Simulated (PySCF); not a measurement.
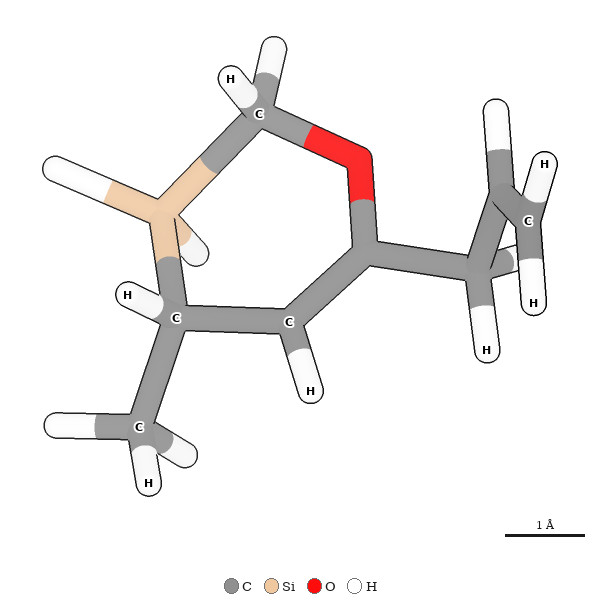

*The input geometry (stick view, seen at a tilt).*

Bond lengths as drawn: C–C 1.32 to 1.53 Å, C–H 1.08 to 1.10 Å, C–O 1.37 to 1.42 Å, C–Si 1.90 to 1.91 Å and H–Si 1.46 Å.

# NMR shielding calculation of C$_{8}$H$_{14}$OSi

System: C$_{8}$H$_{14}$OSi.
Method: GIAO PBE0/pcSseg-1 NMR shielding, non-relativistic, gas phase (PySCF 2.14.0).

The geometry comes from this level: GFN2-xTB. It belongs to a series of runs on one base structure; here: O inserted into a C-C bond. Figures and captions count atoms from 1; the log counts them from 0 in places.

### The program's output
```
coarse grid: 20080 points
cycle   1  E = -677.1423121254  dE =  1.277e+00  |g| = 6.097e-01  |ddm| = 4.411e+00
cycle   2  E = -677.1034401209  dE =  3.887e-02  |g| = 7.691e-01  |ddm| = 1.219e+00
cycle   3  E = -677.2254979831  dE = -1.221e-01  |g| = 1.092e-01  |ddm| = 7.438e-01
cycle   4  E = -677.2275309374  dE = -2.033e-03  |g| = 3.696e-02  |ddm| = 1.075e-01
cycle   5  E = -677.2278082833  dE = -2.773e-04  |g| = 1.175e-02  |ddm| = 4.249e-02
cycle   6  E = -677.2278336890  dE = -2.541e-05  |g| = 5.679e-03  |ddm| = 1.644e-02
cycle   7  E = -677.2278415844  dE = -7.895e-06  |g| = 8.864e-04  |ddm| = 5.424e-03
final grid: 188008 points
cycle   8  E = -677.2999211438  dE = -4.473e-05  |g| = 1.258e-02  |ddm| = 3.912e-02
cycle   9  E = -677.2998896582  dE =  3.149e-05  |g| = 1.806e-02  |ddm| = 2.406e-02
cycle  10  E = -677.2999540416  dE = -6.438e-05  |g| = 2.499e-03  |ddm| = 1.529e-02
cycle  11  E = -677.2999554494  dE = -1.408e-06  |g| = 3.662e-04  |ddm| = 2.586e-03
cycle  12  E = -677.2999554708  dE = -2.138e-08  |g| = 2.117e-04  |ddm| = 4.511e-04
cycle  13  E = -677.2999554815  dE = -1.066e-08  |g| = 4.526e-05  |ddm| = 2.014e-04
cycle  14  E = -677.2999554819  dE = -4.625e-10  |g| = 1.475e-05  |ddm| = 5.248e-05
```

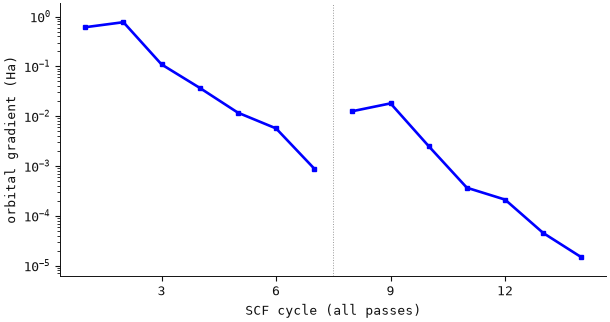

*Convergence of the self-consistent field: orbital gradient against the SCF cycle. The dotted line marks the change from a coarse to the final integration grid.*

The first 7 cycles use a coarse grid, the final grid takes over at cycle 8, and the field converges after 14 cycles in all.

```
converged SCF energy = -677.2999554819

GIAO shielding tensors (ppm)
atom      isotropic    diamagn.    paramagn.     s11        s22        s33       span
  0 C       66.861     252.774    -185.912    -42.977     86.318    157.243    200.220
  1 C       40.506     256.169    -215.663    -84.485     45.233    160.769    245.254
  2 C      137.585     248.306    -110.721    120.456    137.645    154.654     34.198
  3 C       24.093     257.918    -233.825    -76.224     47.646    100.857    177.081
  4 C       79.754     260.326    -180.571     -6.491    105.300    140.455    146.946
  5 C      171.757     251.596     -79.839    156.029    171.507    187.735     31.707
  6 C      165.995     245.416     -79.420    153.228    158.485    186.273     33.045
  7 Si     405.278     881.709    -476.432    354.977    427.534    433.322     78.345
  8 C      129.739     248.963    -119.224     97.120    107.222    184.874     87.754
  9 O      235.392     401.317    -165.925    130.930    237.008    338.238    207.308
 10 H       26.414      31.311      -4.897     22.973     25.777     30.493      7.519
 11 H       26.478      28.065      -1.587     23.640     25.280     30.514      6.874
 12 H       25.270      31.746      -6.477     22.105     23.814     29.890      7.785
 13 H       28.694      30.992      -2.298     25.766     27.860     32.457      6.690
 14 H       29.266      33.848      -4.582     25.839     29.730     32.228      6.389
 15 H       27.161      37.974     -10.813     23.156     26.386     31.942      8.786
 16 H       29.786      32.706      -2.921     24.936     28.314     36.107     11.171
 17 H       30.782      29.972       0.810     26.894     29.069     36.384      9.490
 18 H       30.381      29.749       0.632     25.889     28.181     37.074     11.185
 19 H       30.350      28.000       2.350     25.181     28.349     37.520     12.339
 20 H       27.830      29.989      -2.159     24.916     25.830     32.744      7.828
 21 H       27.869      29.615      -1.745     24.928     25.324     33.356      8.429
 22 H       27.784      31.761      -3.976     22.678     27.148     33.527     10.848
 23 H       27.412      29.521      -2.109     22.910     26.821     32.505      9.594
```

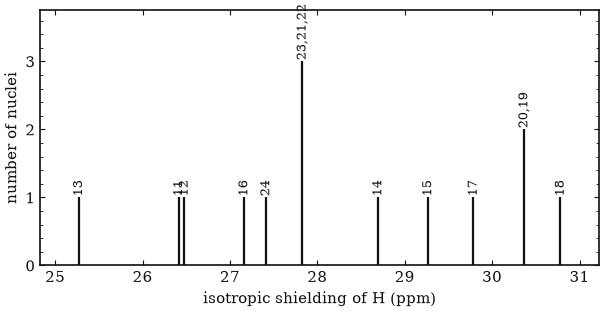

*Isotropic shieldings of the hydrogen nuclei in this fixed geometry, labelled by atom number; shielding grows to the right, so chemical shift grows to the left.*

The least shielded is H13 (25.3 ppm), the most shielded H18 (30.8 ppm).

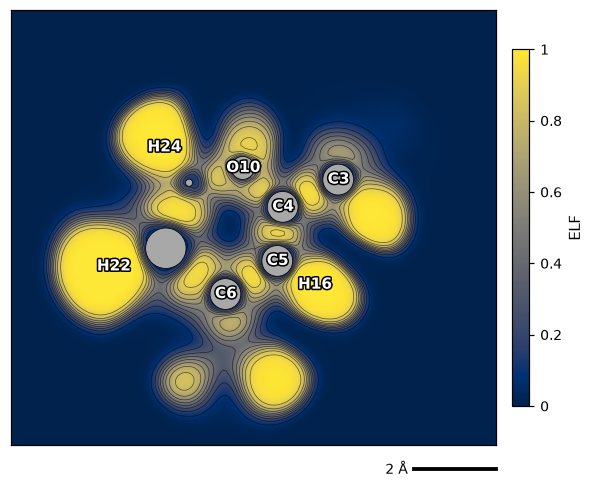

*ELF on the plane of atoms C6, C5 and H16. Grey discs, where drawn, cover atomic cores.*

Atoms in the plane: C, O and H. C–C (1.33 Å): the ELF peaks at about 0.90 between the atoms; a double or triple bond. C–H (1.08 Å): the ELF climbs to about 1 towards the hydrogen, as it does in any bond to H; a covalent bond by its length. C–C (1.51 Å): the ELF peaks at about 0.95 between the atoms (localised, shared-pair bonding).

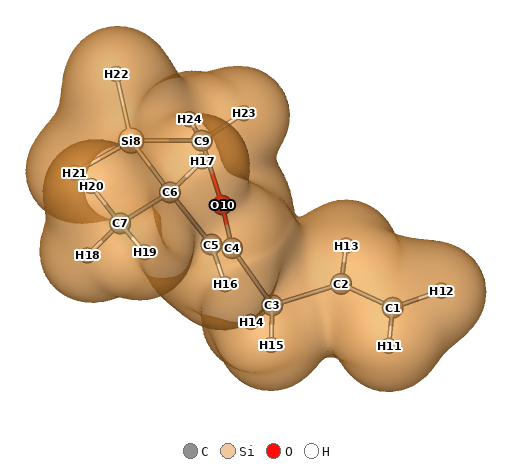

*Isosurface of the electron density at 0.05 e/Å³ (orange), seen at an oblique angle.*

At this value the surface is in one piece. On the grid the lowest density along these lines, outside the cores, is 2.3 e/Å³ (C–C, 1.32 Å), 1.9 e/Å³ (C–O, 1.37 Å), 0.78 e/Å³ (C–Si, 1.90 Å) and 1.9 e/Å³ (C–H, 1.08 Å).

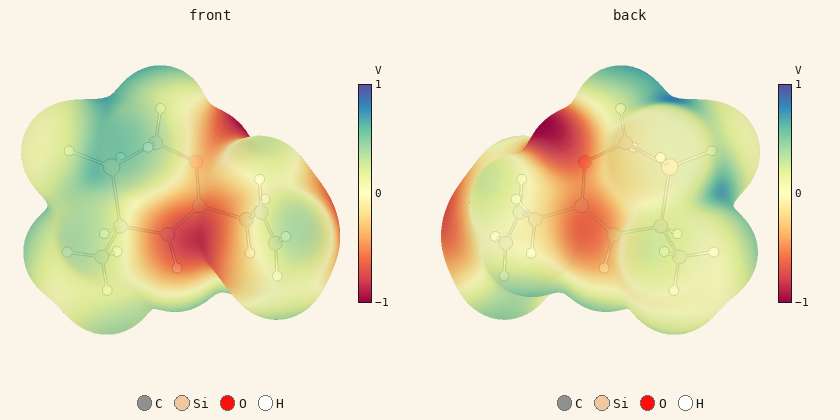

*The electrostatic potential painted on the density surface at 0.001 e/bohr³, seen at a tilt and from behind; red is negative and blue positive.*

The run was set up as follows.

### The input
```
{"job": {"kind": "nmr", "xc": "PBE0", "basis": "pcSseg-1"}, "charge": 0, "multiplicity": 1}
C      3.825522    -0.162614     0.736260
C      2.959649     0.283506    -0.152884
C      1.916806    -0.559651    -0.820720
C      0.537037    -0.034758    -0.488438
C     -0.293419    -0.695347     0.313960
C     -1.699300    -0.329088     0.708646
C     -2.580249    -1.579160     0.732974
Si    -2.342609     1.029988    -0.457563
C     -0.718766     2.000320    -0.690825
O      0.332119     1.153871    -1.129436
H      3.847678    -1.197276     1.037721
H      4.554740     0.482567     1.196134
H      2.949341     1.326591    -0.439449
H      2.048427    -0.490403    -1.904149
H      2.007892    -1.600363    -0.511719
H      0.066956    -1.627007     0.728226
H     -1.667388     0.064647     1.735242
H     -2.636767    -2.024850    -0.257587
H     -2.178191    -2.323925     1.418927
H     -3.589309    -1.326594     1.051478
H     -2.781630     0.483957    -1.743944
H     -3.366282     1.882017     0.151244
H     -0.418161     2.486514     0.246872
H     -0.785828     2.776821    -1.453414
```

The first line tells a small driver script what to run in PySCF; the rest is the geometry in Å.

Command:
```bash
OMP_NUM_THREADS=1 python <driver script> task.json out
```

### Summary

| quantity | value |
| --- | --- |
| outcome | converged |
| total energy | −677.299955 hartree |
| HOMO | −6.19 eV |
| LUMO | 0.31 eV |
| dipole moment | 1.14 D |
| isotropic shielding, C | 24.1 to 171.8 ppm |
| isotropic shielding, Si | 405.3 ppm |
| isotropic shielding, O | 235.4 ppm |
| isotropic shielding, H | 25.3 to 30.8 ppm |
| hardware | 1 CPU thread, shared host |
| wall time | 59 s |
| peak memory | 1.1 GiB |
